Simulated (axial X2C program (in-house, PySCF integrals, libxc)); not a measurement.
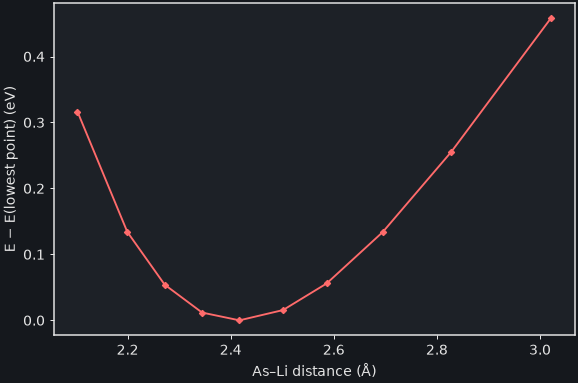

Fig. 1: Energy at 10 bond lengths, for one set of occupations held fixed; the line joins the points. A polynomial of degree 6 through 9 points gives rₑ = 2.414 Å, ωₑ = 439.2 cm⁻¹, ωₑxₑ = 2.6 cm⁻¹ and Bₑ = 0.4508 cm⁻¹. The minimum lies 1.65 eV below As + Li, each computed as one determinant at the same level.

**Relativistic diatomic calculation for AsLi**

AsLi, single determinant with M_S = 1 and |Λ| = 0. Computed at this level: PBE0, spin-free X2C-1e, As dyall-cv3z, Li dyall-cv3z (cores contracted) (axial X2C program (in-house, PySCF integrals, libxc)).

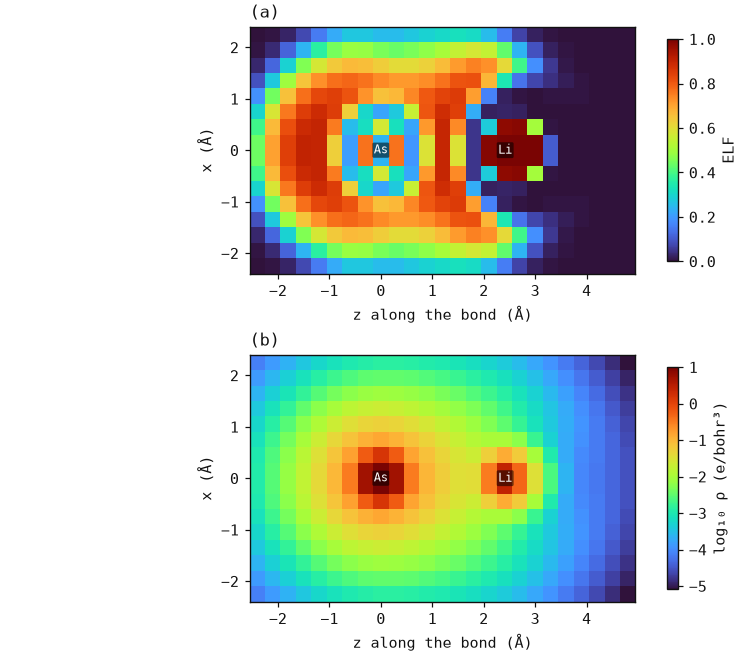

Fig. 2: (a) electron localisation function; (b) electron density on a logarithmic scale, in a plane that holds the axis, at 2.42 Å, on points 0.3 Å apart (one half computed, the other mirrored); the structure near the nuclei is finer than these points.

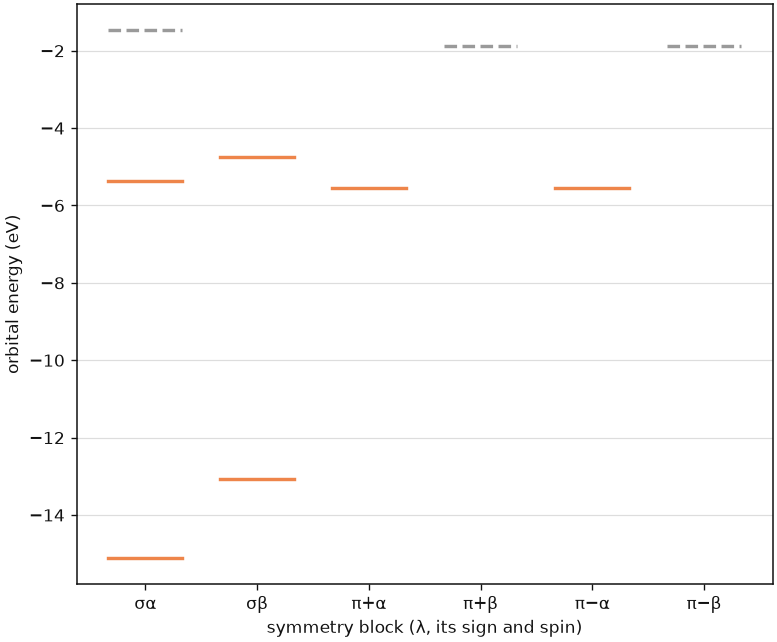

Fig. 3: Orbital energies near the frontier at 2.42 Å, filled (solid) and empty (dashed); a label such as π−α means λ = −1 and α spin. The highest filled orbital (σβ; 77 % As p, 15 % Li s) lies at −4.74 eV, the lowest empty one (π+β; 72 % As p, 24 % Li p) at −1.87 eV.

These pictures come from the run below.

Input:
```
{"zs": [33, 3], "q": 0, "bas": ["dyall-cv3z", "dyall-cv3z"], "levels": ["PBE0", "HF", "B3LYP"], "cc": true, "r0": 2.54, "thr": -2.0, "nmax": 90, "npts": 10, "nst": 2, "ntry": 6}
```

The line is the task of a batch: nuclear charges, charge, bases, the levels to run, a first guess of the distance and further settings. This report covers PBE0 without spin-orbit coupling. The log is that of the reference distance 2.417 Å, started from orbitals converged before.

Launched within a batch (the task file carries these settings):
```bash
python <driver script> task.json out
```

Output:
```
spin-free X2C-1e  PBE0
basis functions 144  fitting functions 775  grid points 5085
iter        total energy     max residual
   1      -2268.043578948     6.16e-05
   2      -2268.043579023     4.38e-05
   3      -2268.043579056     1.18e-05
   4      -2268.043579060     7.73e-06
converged
one-electron -3201.68812516  Coulomb 997.97043311  exact exchange -21.12093055  xc functional -64.87998496  nuclear repulsion 21.67502850
```

The points of the curve:

| R (Å) | E (hartree) | dipole (D; origin at the first atom, positive when the second is positive) | highest filled (eV) | lowest empty (eV) |
| --- | --- | --- | --- | --- |
| 2.103 | −2268.031947 | 5.98 | −4.82 | −2.13 |
| 2.200 | −2268.038655 | 6.15 | −4.81 | −2.04 |
| 2.272 | −2268.041592 | 6.28 | −4.79 | −1.98 |
| 2.345 | −2268.043146 | 6.41 | −4.77 | −1.93 |
| 2.417 | −2268.043579 | 6.54 | −4.74 | −1.87 |
| 2.502 | −2268.043006 | 6.68 | −4.70 | −1.82 |
| 2.586 | −2268.041524 | 6.82 | −4.66 | −1.77 |
| 2.695 | −2268.038659 | 6.98 | −4.60 | −1.72 |
| 2.828 | −2268.034192 | 7.13 | −4.53 | −1.76 |
| 3.021 | −2268.026743 | 7.22 | −4.43 | −1.93 |

Results in brief:

```tsv
quantity	value
outcome	converged
bond length rₑ	2.414 Å
ωₑ	439.2 cm⁻¹
energy at the minimum	−2268.04358 hartree
depth below the fragments	1.65 eV
largest ⟨S²⟩ along the curve	2.05
hardware	1 thread of Arm Neoverse V2, 24 GiB of memory available, shared host
wall time	2.6 s
peak memory	0.31 GiB
```
